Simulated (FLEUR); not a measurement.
## YMnSi: parallel and opposed starts

Does YMnSi prefer parallel or opposed moments?

Calculated with FLEUR MaX-R8.1; LDA (VWN); all-electron FLAPW, Dirac cores, scalar-relativistic bands.

### Step 1. The starting structure

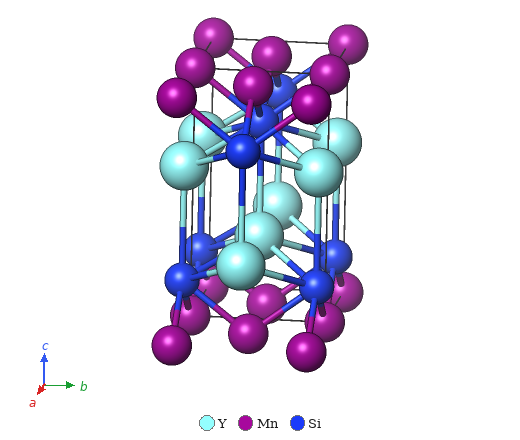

The cell as given, slightly off an axis (yttrium light teal, manganese purple, silicon blue). 2×1×1 cells are drawn. Some periodic images of atoms are drawn too.

Coordinates:

```cif
data_structure
_symmetry_space_group_name_H-M 'P4/nmm:1'
_symmetry_Int_Tables_number 129
_cell_length_a 3.8998
_cell_length_b 3.8998
_cell_length_c 7.2986
_cell_angle_alpha 90.000
_cell_angle_beta 90.000
_cell_angle_gamma 90.000
_cell_volume 111.00
loop_
_atom_site_label
_atom_site_type_symbol
_atom_site_symmetry_multiplicity
_atom_site_Wyckoff_symbol
_atom_site_fract_x
_atom_site_fract_y
_atom_site_fract_z
_atom_site_occupancy
Y1 Y 2 c 0.50000 0.00000 0.66492 1
Mn1 Mn 2 a 0.00000 0.00000 0.00000 1
Si1 Si 2 c 0.00000 0.50000 0.79691 1
```

The cell comes from a database of computed structures and need not be the stable phase.

### Step 2. Run 1 (ferro ++)

The parallel start comes first: it shows whether parallel moments hold.

inpgen writes inp.xml from crystal.txt; cutoffs, mixing, functional, smearing and local orbitals are then set in the file. The k list default-1 (kpts.xml, not shown) is a Γ-centred 8×8×4 mesh; where the ranks do not divide the number of points, some are split in two of half the weight.

inp.xml reads:

```
<?xml version="1.0" encoding="UTF-8" standalone="no"?>
<fleurInput fleurInputVersion="0.39">
   <comment>
      YMnSi
   </comment>
   <calculationSetup>
      <cutoffs Kmax="4.21" Gmax="12.6" GmaxXC="12.6" numbands="0"/>
      <scfLoop itmax="90" minDistance="0.00002" maxIterBroyd="15" imix="Anderson" alpha="0.05" precondParam="0.0" spinf="2.0" sdNocoIR="T"/>
      <coreElectrons ctail="T" frcor="F" kcrel="0" coretail_lmax="0"/>
      <xcFunctional name="vwn" relativisticCorrections="F"/>
      <magnetism jspins="2"/>
      <soc l_soc="F" theta="0.0" phi="0.0" spav="F"/>
      <expertModes spex="0" secvar="F"/>
      <geometryOptimization l_f="F" forcealpha="1.0" forcemix="BFGS" epsdisp="0.00001" epsforce="0.00001"/>
      <ldaU l_linMix="F" mixParam="0.05" spinf="1.0"/>
   </calculationSetup>
   <cell>
      <bzIntegration valenceElectrons="60.0" mode="hist" fermiSmearingEnergy="0.00183747">
         <kPointListSelection listName="default-1"/>
         <xi:include xmlns:xi="http://www.w3.org/2001/XInclude" href="kpts.xml"> </xi:include>
      </bzIntegration>
      <xi:include xmlns:xi="http://www.w3.org/2001/XInclude" href="sym.xml"> </xi:include>
      <bulkLattice scale="1.0">
         <bravaisMatrix>
            <row-1>    7.3695225145696277     0.0000000000000000     0.0000000000000000</row-1>
            <row-2>    0.0000000000000000     7.3695225145696277     0.0000000000000000</row-2>
            <row-3>    0.0000000000000000     0.0000000000000000    13.7922848707827690</row-3>
         </bravaisMatrix>
      </bulkLattice>
   </cell>
   <atomSpecies>
      <species name="Yttrium (Y)" element="Y" atomicNumber="39">
         <mtSphere radius="2.8" gridPoints="925" logIncrement="0.014"/>
         <atomicCutoffs lmax="10" lnonsphr="8"/>
         <electronConfig flipSpins="F">
            <coreConfig>(1s1/2) (2s1/2) (2p1/2) (2p3/2) (3s1/2) (3p1/2) (3p3/2) (3d3/2) (3d5/2)</coreConfig>
            <valenceConfig>(4s1/2) (4p1/2) (4p3/2) (5s1/2) (4d3/2) (4d5/2)</valenceConfig>
            <stateOccupation state="(4d3/2)" spinUp="0.200000" spinDown="0.200000"/>
            <stateOccupation state="(4d5/2)" spinUp="0.300000" spinDown="0.300000"/>
         </electronConfig>
         <energyParameters s="5" p="5" d="4" f="4"/>
         <lo type="SCLO" l="0" n="4" eDeriv="0"/>
         <lo type="SCLO" l="1" n="4" eDeriv="0"/>
      </species>
      <species name="Manganese 3.500" element="Mn" atomicNumber="25">
         <mtSphere radius="2.54" gridPoints="839" logIncrement="0.015"/>
         <atomicCutoffs lmax="10" lnonsphr="8"/>
         <electronConfig flipSpins="F">
            <coreConfig>(1s1/2) (2s1/2) (2p1/2) (2p3/2)</coreConfig>
            <valenceConfig>(3s1/2) (3p1/2) (3p3/2) (4s1/2) (3d3/2) (3d5/2)</valenceConfig>
            <stateOccupation state="(3d3/2)" spinUp="1.25" spinDown="0.75"/>
            <stateOccupation state="(3d5/2)" spinUp="3.0" spinDown="0.0"/>
         </electronConfig>
         <energyParameters s="4" p="4" d="3" f="4"/>
         <lo type="SCLO" l="0" n="3" eDeriv="0"/>
         <lo type="SCLO" l="1" n="3" eDeriv="0"/>
      </species>
      <species name="Silicon (Si)" element="Si" atomicNumber="14">
         <mtSphere radius="1.78" gridPoints="589" logIncrement="0.019"/>
         <atomicCutoffs lmax="6" lnonsphr="4"/>
         <electronConfig flipSpins="F">
            <coreConfig>(1s1/2) (2s1/2) (2p1/2) (2p3/2)</coreConfig>
            <valenceConfig>(3s1/2) (3p1/2) (3p3/2)</valenceConfig>
            <stateOccupation state="(3p1/2)" spinUp="0.333333" spinDown="0.333333"/>
            <stateOccupation state="(3p3/2)" spinUp="0.666667" spinDown="0.666667"/>
         </electronConfig>
         <energyParameters s="3" p="3" d="3" f="4"/>
      </species>
   </atomSpecies>
   <atomGroups>
      <atomGroup species="Yttrium (Y)">
         <relPos label="                   1">1.000/4.000 -1.000/4.000 -.3350803900</relPos>
         <relPos label="                   2">-1.000/4.000 1.000/4.000 .3350803900</relPos>
         <force calculate="T" relaxXYZ="TTT"/>
      </atomGroup>
      <atomGroup species="Manganese 3.500">
         <relPos label="                   3">-1.000/4.000 -1.000/4.000 .0000000000</relPos>
         <relPos label="                   4">1.000/4.000 1.000/4.000 .0000000000</relPos>
         <force calculate="T" relaxXYZ="TTT"/>
      </atomGroup>
      <atomGroup species="Silicon (Si)">
         <relPos label="                   5">-1.000/4.000 1.000/4.000 -.2030921600</relPos>
         <relPos label="                   6">1.000/4.000 -1.000/4.000 .2030921600</relPos>
         <force calculate="T" relaxXYZ="TTT"/>
      </atomGroup>
   </atomGroups>
   <output dos="F" band="F" slice="F">
      <bandDOS minEnergy="-.5*Htr" maxEnergy="0.5*Htr" sigma="0.015" storeEVData="T"/>
      <plotting iplot="0" polar="F">
         <plot TwoD="T" vec1="  1.0  0.0  0.0" vec2="  0.0  1.0  0.0" vec3="  0.0  0.0  1.0" zero="  0.0  0.0  0.0" file="plot"/>
      </plotting>
      <moessbauerParams electricFieldGradient="F" isomerShift="F" coreHyperfine="F" valenceHyperfine="F"/>
   </output>
</fleurInput>
```

crystal.txt reads:

```
YMnSi
&input film=F cartesian=F /
3.89978337000  0.00000000000  0.00000000000
0.00000000000  3.89978337000  0.00000000000
0.00000000000  0.00000000000  7.29856284000
1.8897261246
1.0 1.0 1.0

6
39 0.50000000000  0.00000000000  0.66491961000
39 0.00000000000  0.50000000000  0.33508039000
25 0.00000000000  0.00000000000  0.00000000000 : 3.500
25 0.50000000000  0.50000000000  0.00000000000 : 3.500
14 0.00000000000  0.50000000000  0.79690784000
14 0.50000000000  0.00000000000  0.20309216000

&kpt div1=8 div2=8 div3=4 gamma=T /
```

The run is started by

```bash
$ OMP_NUM_THREADS=1 inpgen -f crystal.txt > inpgen.log  # inp.xml is then edited as shown
$ OMP_NUM_THREADS=1 mpirun -n 4 fleur_MPI > fleur.log
```

Output:

```text
Welcome to FLEUR        (www.flapw.de)
      MaX-Release 8.1          (www.max-centre.eu)

 ========== k-point set info ==========
 Selected k-point list: default-1
 k-point list type: mesh
 0 x 0 x 0
 Number of k points: 48

 ------------Calculation Setup---------------------------
 Number of MPI-tasks      :            4
 Number of PE/node        :            4
 Number of OMP-threads    :            1
 k-points in parallel     :            4
 pe's per k-point         :            1
 No of k-point loops      :           12
 Eigenvalue solver        :       lapack
 Number of basis functions:          997
 Approximate size of matrices (H+S) per k-point:         0.015 GB
 --------------------------------------------------------
 Iteration:     1   Distance:      15.84147258 me/bohr^3
 Iteration:     2   Distance:      15.40191521 me/bohr^3
 Iteration:     3   Distance:      14.99222139 me/bohr^3
 Iteration:     4   Distance:       9.34856879 me/bohr^3
 Iteration:     5   Distance:       4.54931123 me/bohr^3
 Iteration:     6   Distance:       7.99025487 me/bohr^3
 Iteration:     7   Distance:       3.35845697 me/bohr^3
 Iteration:     8   Distance:       2.74377128 me/bohr^3
 Iteration:     9   Distance:       1.20590767 me/bohr^3
 Iteration:    10   Distance:       1.12035815 me/bohr^3
[... 14 iterations left out ...]
 Iteration:    25   Distance:       0.00080005 me/bohr^3
 Iteration:    26   Distance:       0.00064258 me/bohr^3
 Iteration:    27   Distance:       0.00028683 me/bohr^3
 Iteration:    28   Distance:       0.00005926 me/bohr^3
 Iteration:    29   Distance:       0.00009613 me/bohr^3
 Iteration:    30   Distance:       0.00009023 me/bohr^3
 Iteration:    31   Distance:       0.00008680 me/bohr^3
 Iteration:    32   Distance:       0.00003430 me/bohr^3
 Iteration:    33   Distance:       0.00002085 me/bohr^3
 Iteration:    34   Distance:       0.00001419 me/bohr^3

 ********************************************************************
 Run finished successfully
 Stop message:
   all done
 ********************************************************************

--- out.xml (last complete iteration) ---
<iteration numberForCurrentRun="   34" overallNumber="   34">
         [... left out ...]
         <bandgap value="0.0002373676" units="eV"/>
         <sumValenceSingleParticleEnergies value="-31.6554531983" units="Htr"/>
         <FermiEnergy value="0.3227330378" units="Htr"/>
         <valenceDensity>
            <mtCharges spin="1">
               <mtCharge atomType="1" total="4.5960736" s="1.0974830" p="3.0314855" d="0.4495376" f="0.0147393"/>
               <mtCharge atomType="2" total="8.2479387" s="1.2353966" p="3.2871433" d="3.7044134" f="0.0167409"/>
               <mtCharge atomType="3" total="0.6147343" s="0.2830144" p="0.3071661" d="0.0228902" f="0.0014642"/>
            </mtCharges>
            <mtCharges spin="2">
               <mtCharge atomType="1" total="4.6548311" s="1.1021776" p="3.0426154" d="0.4932889" f="0.0142342"/>
               <mtCharge atomType="2" total="6.1971458" s="1.2219140" p="3.2656599" d="1.6910042" f="0.0152795"/>
               <mtCharge atomType="3" total="0.6505373" s="0.2872384" p="0.3435215" d="0.0188202" f="0.0008565"/>
            </mtCharges>
            <spinDependentCharge spin="1" total="31.8831423" interstitial="4.9656491" mtSpheres="26.9174931"/>
            <spinDependentCharge spin="2" total="28.1168577" interstitial="5.1118292" mtSpheres="23.0050285"/>
            <totalCharge value="60.0000000000"/>
         </valenceDensity>
         [... left out ...]
         <allElectronCharges>
            <spinDependentCharge spin="1" total="79.8831422" interstitial="4.9767901" mtSpheres="74.9063522"/>
            <spinDependentCharge spin="2" total="76.1168577" interstitial="5.1230018" mtSpheres="70.9938559"/>
            <totalCharge value="155.9999999593"/>
         </allElectronCharges>
         <magneticMomentsInMTSpheres units="muBohr">
            <globalMagMoment atomType="1" vec="0.00000   0.00000  -0.05876"/>
            <localMagMoment atomType="1" vec="0.00000   0.00000  -0.05876"/>
            <globalMagMoment atomType="2" vec="0.00000   0.00000   2.05079"/>
            <localMagMoment atomType="2" vec="0.00000   0.00000   2.05079"/>
            <globalMagMoment atomType="3" vec="0.00000   0.00000  -0.03579"/>
            <localMagMoment atomType="3" vec="0.00000   0.00000  -0.03579"/>
         </magneticMomentsInMTSpheres>
         <moessbauerParams unitsHFF="kG" unitsIS="e/bohr^3" unitsEFG="Htr/bohr^2">
         </moessbauerParams>
         <totalEnergy value="    -9655.2129610027" units="Htr">
            <sumOfEigenvalues value="    -5643.8409350699">
               <coreElectrons value="-5612.1854818716"/>
               <valenceElectrons value="-31.6554531983"/>
            </sumOfEigenvalues>
            <densityCoulombPotentialIntegral value="-15073.6032320944"/>
            <densityEffectivePotentialIntegral value="-15539.6140451054"/>
            <chargeDenXCDenIntegral value="-351.8956994319"/>
            <FockExchangeEnergyValence value="0.0000000000"/>
            <FockExchangeEnergyCore value="0.0000000000"/>
            <atomTypeDependentContributions atomType="1">
               <electronNucleiInteractionDifferentMTs value="8149.1204273412"/>
               <MadelungTerm value="-35.9099620255"/>
            </atomTypeDependentContributions>
            <atomTypeDependentContributions atomType="2">
               <electronNucleiInteractionDifferentMTs value="2764.9423289207"/>
               <MadelungTerm value="-13.8859067024"/>
            </atomTypeDependentContributions>
            <atomTypeDependentContributions atomType="3">
               <electronNucleiInteractionDifferentMTs value="676.7794482596"/>
               <MadelungTerm value="-21.6506823095"/>
            </atomTypeDependentContributions>
            <tkbTimesEntropy value="0.0015948884"/>
            <freeEnergy value="-9655.2145558911"/>
            <extrapolationTo0K value="-9655.2137584469"/>
         </totalEnergy>
         <densityConvergence units="me/bohr^3">
            <chargeDensity spin="1" distance="0.0000072273"/>
            <chargeDensity spin="2" distance="0.0000103599"/>
            <overallChargeDensity distance="0.0000108535"/>
            <spinDensity distance="0.0000141889"/>
         </densityConvergence>
      </iteration>
```

Run time: 2.4 min. Hardware: 4 MPI ranks of AMD EPYC 9R45, shared host; peak memory 0.52 GiB.

Spin moment in the muffin-tin sphere by atom:

```tsv
atom	spin moment in the muffin-tin sphere (μB)
Y1	-0.06
Y2	-0.06
Mn3	2.05
Mn4	2.05
Si5	-0.04
Si6	-0.04
```

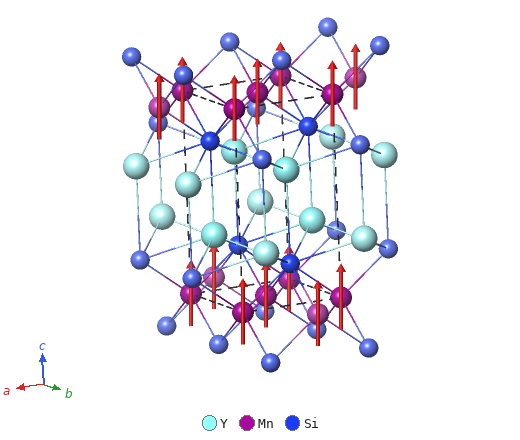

Spin moment in the muffin-tin sphere as arrows, the longest 2.05 μB. Up and down stand for the sign. Arrows give size and sign along the axis of quantisation, drawn up and down the page. Some periodic images of atoms are drawn too.

Numbers from this step:

```yaml
free_energy: -262731.7726 eV
program_s_band_gap_on_this_mesh_in_a_metal_only_a_level_spacing: 2.37e-4 eV
magnetization: 3.766 μB
final_state: ferromagnetic, with opposed induced moments
```

After 34 cycles the largest moment stands at 2.05 μB.

(Continued in part 2 of 3.)

[Logs and program files are shortened in this print: banners, set-up blocks, solver, clock and traceback lines can be left out without a mark of their own.]

[Logs are printed without paths, hosts, clocks, repeated set-up lines and the standing remarks that a program may print on its own settings, such as how far it seeks lower states.]

[Hosts, paths, dates, database ids (printed as entryN), source tags and the programs' standing remarks are cut or masked in the printed files.]

[Where a cell is said to come from a database of computed structures, the database is the Materials Project.]
